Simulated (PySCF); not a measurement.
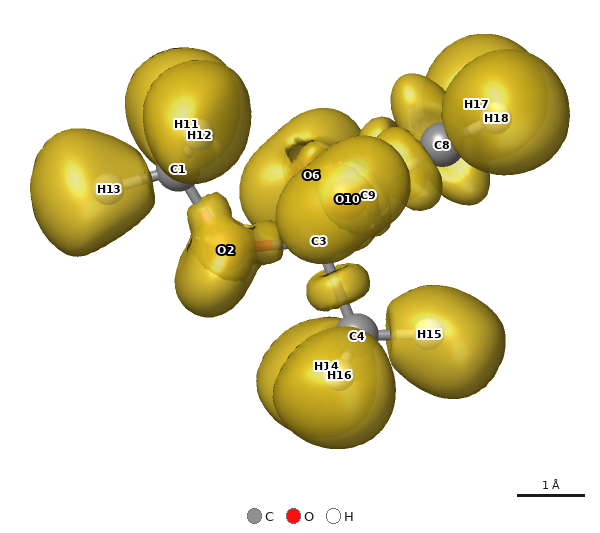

*C$_{7}$H$_{8}$O$_{3}$ (SMILES COC1(C)C(=O)C=CC1=O). Isosurface of the ELF at 0.75 (yellow), seen across its widest extent. Core shells and regions of very low density are left out.*

Geometry: GFN2-xTB.

Theory: PBE0/pcSseg-1, SCF density, gas phase, non-relativistic (PySCF 2.14.0).

| atom | x (Å) | y (Å) | z (Å) |
| --- | --- | --- | --- |
| C | 2.2423 | 0.1043 | 0.6144 |
| O | 1.4673 | -0.6365 | -0.3026 |
| C | 0.0983 | -0.3434 | -0.3229 |
| C | -0.5331 | -1.2514 | -1.3886 |
| C | -0.6435 | -0.5591 | 1.0114 |
| O | -0.3872 | -1.3829 | 1.8476 |
| C | -1.6897 | 0.4842 | 1.0657 |
| C | -1.4754 | 1.4231 | 0.1376 |
| C | -0.2598 | 1.1201 | -0.6481 |
| O | 0.3556 | 1.8652 | -1.3618 |
| H | 1.9165 | -0.0643 | 1.6459 |
| H | 2.2154 | 1.1761 | 0.3930 |
| H | 3.2598 | -0.2608 | 0.4946 |
| H | -0.3443 | -2.2869 | -1.1181 |
| H | -1.6037 | -1.0795 | -1.4627 |
| H | -0.0594 | -1.0456 | -2.3449 |
| H | -2.4950 | 0.4451 | 1.7799 |
| H | -2.0727 | 2.2989 | -0.0520 |

Question: Describe the localisation domains.

Answer: The ELF exceeds this value in six regions between bonded C–C atoms (shared pairs), eight regions around hydrogen nuclei and three regions on O in which the atom's valence shell and bonds are merged. Profiles from the grid: C–O (1.20 Å): the ELF peaks at about 0.85 between the atoms; a multiple bond. C–C (1.34 Å): the ELF peaks at about 0.95 between the atoms: a short, multiple covalent bond.
